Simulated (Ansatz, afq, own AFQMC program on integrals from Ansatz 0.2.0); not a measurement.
**ZrCl (quartet): quantum Monte Carlo beside coupled cluster at distance Zr1–Cl2 = 5.192 Å, def2-SVP**

How near does AFQMC come to the top of the ladder for ZrCl (quartet)?

Method: def2-SVP, frozen cores; program: Ansatz 0.2.0, Gaussian basis, and an in-house AFQMC program (afq) on its integrals; all values are calculated.

Plan: PBE (unrestricted); PBE0 (unrestricted); B3LYP (unrestricted); wB97M-V (unrestricted); B2PLYP (unrestricted); CCSD(T) on UHF; Phaseless AFQMC, CISD trial on UHF.

3 further runs of the same task are left out: 3 that didn't finish.

## Step 1: What is computed

The geometry derives from a PBE0/def2-TZVP stationary point (not a proven minimum). One bond is set to the value named and the two fragments are kept rigid. No spin-orbit coupling is included. Elements past krypton take def2 core potentials.

2 atoms, charge 0, spin multiplicity 4.

Atoms are counted from 1 here; the program's logs count them from 0.

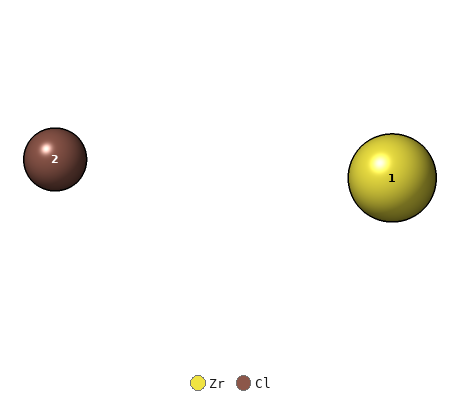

The structure; zirconium yellow, chlorine brown; atoms are numbered from 1 in the order of the file.

## Step 2: PBE (unrestricted)

in.yaml reads:

```yaml
crystal:
  periodic: [false, false, false]
  atoms:
    - {symbol: Zr, position_ang: [0.000000, 0.000000, 0.000000]}
    - {symbol: Cl, position_ang: [0.000000, 0.000000, 5.192000]}
basis:
  gaussian: {orbitals: def2-SVP}
magnetization: {spin_polarized: true, initial_magnetization: 3}
hamiltonian: {xc: {name: PBE}}
output: {orbitals: {seedname: orbitals}}
```

On the command line:

```
> ansatz run in.yaml --threads 1 --pin off --events-out ev --progress --plain --max-ram 1382MiB
```

The program printed (excerpt; [...] marks lines left out):

```text
Functional definition: PBE
  name "PBE"
  cite "Perdew, Burke & Ernzerhof, Phys. Rev. Lett. 77, 3865 (1996) doi:10.1103/PhysRevLett.77.3865"
  parent pbe
[...]
473 factors; their error is unknown
[...]
mean field -13788.61222096 eV, -506.7221528633 hartree, gradient 2.8e-6 eV, S^2 4.297770; 23 other end points of the search recorded, 0 dependent functions left out
reference -13788.61226514 eV, -506.7221544867 hartree; 16, 13 occupied and 33, 36 virtual orbitals, 473 factors
Total energy: -13788.61226514 eV, -506.7221544867 hartree
```

Wall time 1.8 min (1 thread of Arm Neoverse V1, shared host).

From the report: ⟨S²⟩ of the determinant 4.298 (pure quartet: 3.75). The determinant is far from a pure spin state, so its energy mixes those of several spin states (harmless only where they are near-degenerate, as at dissociation).

## Step 3: PBE0 (unrestricted)

Edit in.yaml of step 2 so:

```diff
@@ -8,3 +8,3 @@
 magnetization: {spin_polarized: true, initial_magnetization: 3}
-hamiltonian: {xc: {name: PBE}}
+hamiltonian: {xc: {name: PBE0}}
 output: {orbitals: {seedname: orbitals}}
```

Launched as before.

The program printed (excerpt; [...] marks lines left out):

```text
Functional definition: PBE0
  name "PBE0"
  cite "Adamo & Barone, J. Chem. Phys. 110, 6158 (1999) doi:10.1063/1.478522"
  cite "Perdew, Burke & Ernzerhof, Phys. Rev. Lett. 77, 3865 (1996) doi:10.1103/PhysRevLett.77.3865"
  parent pbe
[...]
488 factors; integrals over basis functions are off by at most 2.7e-4 eV
[...]
mean field -13788.90903237 eV, -506.7330604814 hartree, gradient 4.8e-6 eV, S^2 4.316653; 19 other end points of the search recorded, 0 dependent functions left out
reference -13788.90906582 eV, -506.7330617106 hartree; 16, 13 occupied and 33, 36 virtual orbitals, 488 factors
Total energy: -13788.90906582 eV, -506.7330617106 hartree
```

It took 77 s on 1 thread of Arm Neoverse V1, shared host.

From the report: ⟨S²⟩ of the determinant 4.317 (pure quartet: 3.75). The determinant is far from a pure spin state, so its energy mixes those of several spin states (harmless only where they are near-degenerate, as at dissociation).

## Step 4: B3LYP (unrestricted)

Edit in.yaml of step 3 so:

```diff
@@ -8,3 +8,2 @@
 magnetization: {spin_polarized: true, initial_magnetization: 3}
-hamiltonian: {xc: {name: PBE0}}
-output: {orbitals: {seedname: orbitals}}
+hamiltonian: {xc: {name: B3LYP}}
```

Launched as before.

The program printed (excerpt; [...] marks lines left out):

```text
Functional definition: B3LYP
  name "B3LYP"
  cite "Stephens, Devlin, Chabalowski & Frisch, J. Phys. Chem. 98, 11623 (1994) doi:10.1021/j100096a001"
  cite "Becke, Phys. Rev. A 38, 3098 (1988) doi:10.1103/PhysRevA.38.3098"
  cite "Lee, Yang & Parr, Phys. Rev. B 37, 785 (1988) doi:10.1103/PhysRevB.37.785"
  cite "Vosko, Wilk & Nusair, Can. J. Phys. 58, 1200 (1980) doi:10.1139/p80-159"
[...]
488 factors; integrals over basis functions are off by at most 2.7e-4 eV
[...]
mean field -13794.31234810 eV, -506.9316286721 hartree, gradient 7.8e-6 eV, S^2 3.795112; 18 other end points of the search recorded, 0 dependent functions left out
reference -13794.31256563 eV, -506.9316366661 hartree; 16, 13 occupied and 33, 36 virtual orbitals, 488 factors
Total energy: -13794.31256563 eV, -506.9316366661 hartree
```

Wall time 47 s (1 thread of Arm Neoverse V1, shared host).

From the report: ⟨S²⟩ of the determinant 3.795 (pure quartet: 3.75).

## Step 5: wB97M-V (unrestricted)

Edit in.yaml of step 4 so:

```diff
@@ -8,2 +8,3 @@
 magnetization: {spin_polarized: true, initial_magnetization: 3}
-hamiltonian: {xc: {name: B3LYP}}
+hamiltonian: {xc: {name: wB97M-V}}
+output: {orbitals: {seedname: orbitals}}
```

Same command.

The program printed (excerpt; [...] marks lines left out):

```text
Functional definition: wB97M-V
  name "wB97M-V"
  cite "Mardirossian & Head-Gordon, J. Chem. Phys. 144, 214110 (2016) doi:10.1063/1.4952647"
  cite "Becke, J. Chem. Phys. 107, 8554 (1997) doi:10.1063/1.475007"
  cite "Vydrov & Van Voorhis, J. Chem. Phys. 133, 244103 (2010) doi:10.1063/1.3521275"
  # Of w^i u^j: cxij and so on, Table III.
[...]
  gx(w, u) = 1 - cx + cx01*u + cx10*w
  gss(w, u) = css00 + css04*u^4 + css10*w + css20*w^2 + css43*w^4*u^3
  gos(w, u) = cos00 + cos10*w + (cos20 + cos21*u)*w^2 + (cos60 + cos61*u)*w^6
[...]
      + integral(e_c_pw_mod_opposite_spin*gos(b97_w_opposite, b97_u_opposite)) + vv10(b, c)
488 factors; integrals over basis functions are off by at most 2.7e-4 eV
122 factors; integrals over basis functions are off by at most 7.3e-5 eV
[...]
mean field -13790.12220658 eV, -506.7776438114 hartree, gradient 1.7e-6 eV, S^2 3.767920; 7 other end points of the search recorded, 0 dependent functions left out
reference -13790.12224874 eV, -506.7776453605 hartree; 16, 13 occupied and 33, 36 virtual orbitals, 488 factors
Total energy: -13790.12224874 eV, -506.7776453605 hartree
```

It took 4.4 min on 1 thread of Arm Neoverse V1, shared host; peak memory 0.29 GiB.

From the report: ⟨S²⟩ of the determinant 3.768 (pure quartet: 3.75).

## Step 6: B2PLYP (unrestricted)

Edit in.yaml of step 5 so:

```diff
@@ -8,3 +8,3 @@
 magnetization: {spin_polarized: true, initial_magnetization: 3}
-hamiltonian: {xc: {name: wB97M-V}}
-output: {orbitals: {seedname: orbitals}}
+hamiltonian: {xc: {name: B2PLYP}}
+correlation: {electrons: outside_noble_gas}
```

The command is unchanged.

The program printed (excerpt; [...] marks lines left out):

```text
Functional definition: B2PLYP
  name "B2PLYP"
  cite "Grimme, J. Chem. Phys. 124, 034108 (2006) doi:10.1063/1.2148954"
  cite "Becke, Phys. Rev. A 38, 3098 (1988) doi:10.1103/PhysRevA.38.3098"
  cite "Lee, Yang & Parr, Phys. Rev. B 37, 785 (1988) doi:10.1103/PhysRevB.37.785"
[...]
488 factors; integrals over basis functions are off by at most 2.7e-4 eV
[...]
mean field -13783.54061612 eV, -506.5357748230 hartree, gradient 1.7e-8 eV, S^2 3.791560; 8 other end points of the search recorded, 0 dependent functions left out
9 core orbitals not correlated: weight in the atoms' cores, before any rotation towards them, 1.000 or more for the frozen orbitals, at most 0.000 for the correlated occupied ones
reference -13783.54075204 eV, -506.5357798182 hartree; 7, 4 occupied and 33, 36 virtual orbitals, 488 factors
second order -5.03573123 eV of doubles, -0.00000000 eV of singles
Total energy: -13784.90039948 eV, -506.5857459397 hartree
```

Run time: 56 s. Hardware: 1 thread of Arm Neoverse V1, shared host.

From the report: ⟨S²⟩ of the determinant 3.792 (pure quartet: 3.75).

## Step 7: CCSD(T) on UHF

Edit in.yaml of step 6 so:

```diff
@@ -8,3 +8,2 @@
 magnetization: {spin_polarized: true, initial_magnetization: 3}
-hamiltonian: {xc: {name: B2PLYP}}
-correlation: {electrons: outside_noble_gas}
+correlation: {method: ccsd_t, electrons: outside_noble_gas, hamiltonian_folder: ham}
```

Launched as before.

The program printed (excerpt; [...] marks lines left out):

```text
Functional definition: HF
  name "HF"
  cite "Fock, Z. Phys. 61, 126 (1930) doi:10.1007/BF01340294"
  parent pbe
[...]
488 factors; integrals over basis functions are off by at most 2.7e-4 eV
[...]
mean field -13762.20614166 eV, -505.7517473478 hartree, gradient 1.0e-10 eV, S^2 3.786048; 74 other end points of the search recorded, 0 dependent functions left out
determinant -13762.20614166 eV, -505.7517473478 hartree, with singles and doubles -13766.91445635 eV, -505.9247747209 hartree
determinant -13762.20549174 eV, -505.7517234636 hartree, with singles and doubles -13766.91352668 eV, -505.9247405563 hartree
determinant -13762.20531509 eV, -505.7517169717 hartree, with singles and doubles -13766.91319561 eV, -505.9247283898 hartree
determinant -13762.20092344 eV, -505.7515555816 hartree, with singles and doubles -13766.91268824 eV, -505.9247097441 hartree
[...]
determinant -13762.00472035 eV, -505.7443452512 hartree, with singles and doubles -13766.80851085 eV, -505.9208812958 hartree
determinant -13761.64396122 eV, -505.7310875975 hartree, with singles and doubles -13766.40939002 eV, -505.9062138760 hartree
determinant -13761.63459617 eV, -505.7307434385 hartree, with singles and doubles -13766.40016161 eV, -505.9058747378 hartree
determinant -13761.62578168 eV, -505.7304195117 hartree, with singles and doubles -13766.39412068 eV, -505.9056527380 hartree
9 core orbitals not correlated: weight in the atoms' cores, before any rotation towards them, 0.999 or more for the frozen orbitals, at most 0.000 for the correlated occupied ones
reference -13762.20614166 eV, -505.7517473478 hartree; 7, 4 occupied and 33, 36 virtual orbitals, 488 factors
second order -3.91658700 eV of doubles, -0.00000000 eV of singles
cycle   1  -4.70945035 eV  change   -2.7e-6 eV  update   4.5e-6
perturbative correction -0.07529484 eV, -0.0027670342 hartree
Total energy: -13766.99088686 eV, -505.9275834904 hartree
```

It took 93 s on 1 thread of Arm Neoverse V1, shared host.

From the report: ⟨S²⟩ of the determinant 3.786 (pure quartet: 3.75); correlation -4.7847 eV; T1 0.019; largest double amplitude 0.09.

This run also writes the integrals to the folder ham.

## Step 8: Phaseless AFQMC, CISD trial on UHF

It reads the integrals that the CCSD(T) run on this determinant wrote.

On the command line:

```
> afq ham --method phaseless --trial cisd --walkers 60 --populations 1 --least-time 40 --time-step 0.005 --steps-per-block 50 --equilibration-blocks 40 --max-blocks 300 --target-error 0.0008 --factor-cut 1e-05 --start spin_pure --seed 2270 --release-times 0.24,0.6,1.2,2,3,4.2 --release-step 0.04 --release-every 4 --taylor-order 6
```

The program printed:

```text
orbitals 40  electrons 7 4  factors 278 of 488
reference energy -505.75174735 Eh
CCSD correlation -0.17306905 Eh in 16 cycles, weight of the determinant in the CISD state 0.8756
energy of the start -505.923673 Eh
 block  time / (1/Eh)  mean weight  energy / Eh
     1     0.250  1.0008  -505.921975
     2     0.500  0.9989  -505.923101
     3     0.750  1.0008  -505.924645
     4     1.000  0.9976  -505.927036
     5     1.250  1.0005  -505.925318
     6     1.500  0.9976  -505.924766
     7     1.750  0.9984  -505.924470
     8     2.000  1.0018  -505.925108
     9     2.250  1.0001  -505.926778
    10     2.500  0.9999  -505.925084
    11     2.750  1.0000  -505.927423
    16     4.000  1.0015  -505.927660
    21     5.250  0.9984  -505.926624
    26     6.500  0.9985  -505.928150
    31     7.750  0.9993  -505.926057
    36     9.000  0.9967  -505.926921
    41    10.250  1.0017  -505.927733
    46    11.500  0.9998  -505.923328
    51    12.750  1.0000  -505.930644
    56    14.000  1.0008  -505.930978
    61    15.250  1.0010  -505.923924
    66    16.500  0.9994  -505.929488
    71    17.750  1.0024  -505.924999
    76    19.000  0.9949  -505.927253
    81    20.250  0.9972  -505.928678
    86    21.500  0.9998  -505.924370
    91    22.750  0.9984  -505.927770
    96    24.000  1.0001  -505.923524
   101    25.250  1.0020  -505.924634
   106    26.500  1.0017  -505.930220
   111    27.750  1.0026  -505.927260
   116    29.000  1.0020  -505.931007
   121    30.250  1.0007  -505.929292
   126    31.500  1.0004  -505.925402
   131    32.750  1.0009  -505.930741
   136    34.000  0.9991  -505.926821
   141    35.250  1.0008  -505.927381
   146    36.500  0.9990  -505.933936
   151    37.750  0.9995  -505.923902
   156    39.000  1.0024  -505.924756
   161    40.250  0.9992  -505.926294
   166    41.500  1.0012  -505.925784
   171    42.750  1.0007  -505.928591
   176    44.000  0.9995  -505.927675
   181    45.250  1.0007  -505.925158
   186    46.500  0.9978  -505.924914
   191    47.750  0.9993  -505.926308
   196    49.000  0.9950  -505.927722
blocks merged  error / Eh  count
     1  0.000242  160
     2  0.000289  80
     4  0.000354  40
     8  0.000386  20
    16  0.000419  10
released: time / (1/Eh)  energy / Eh  error  mean overlap
  0.24  -505.927290  0.000487  1.0052
  0.60  -505.927683  0.000471  0.9904
  1.20  -505.928626  0.000544  0.9883
  2.00  -505.929466  0.000895  0.9494
  3.00  -505.928550  0.001130  0.9520
  4.20  -505.930158  0.001745  0.9452
energy -505.927066 +/- 0.000386 Eh
```

Run time: 5.2 min. Hardware: 1 thread of Arm Neoverse V1, shared host.

Energy -13766.9768 ± 0.0105 eV. Caveats: constraint bias not in the error.

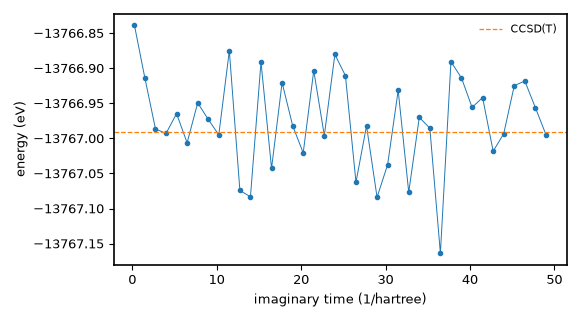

Block energies along the walk.

## Step 9: AFQMC on the ladder

On the UHF determinant, counted from CCSD(T) (a yardstick, not exact):

| level | energy (eV) | from CCSD(T) (meV) | statistical error (meV) | time |
| --- | --- | --- | --- | --- |
| HF | -13762.2061 | +4784.7 |  |  |
| MP2 | -13766.1227 | +868.2 |  |  |
| CCSD | -13766.9156 | +75.3 |  |  |
| CCSD(T) | -13766.9909 | 0.0 |  |  |
| Phaseless AFQMC, CISD trial, step 0.005, 60 walkers | -13766.9768 | +14.1 | 10.5 | 5.2 min |

The functionals' totals stand on their own zeros and serve differences with other points: PBE -13788.612 eV; PBE0 -13788.909 eV; B3LYP -13794.313 eV; wB97M-V -13790.122 eV; B2PLYP -13784.900 eV.

## Step 10: Outcome

| quantity | value |
| --- | --- |
| Phaseless AFQMC, CISD trial on UHF from CCSD(T) | +14.1 ± 10.5 meV |

On UHF the phaseless walk with the CISD trial lies +14.1 meV from CCSD(T), within three error bars. Error bars are statistical and leave out the constraint, the time step and what remains of the start. Zr carries a core potential, and spin-orbit coupling is left out.
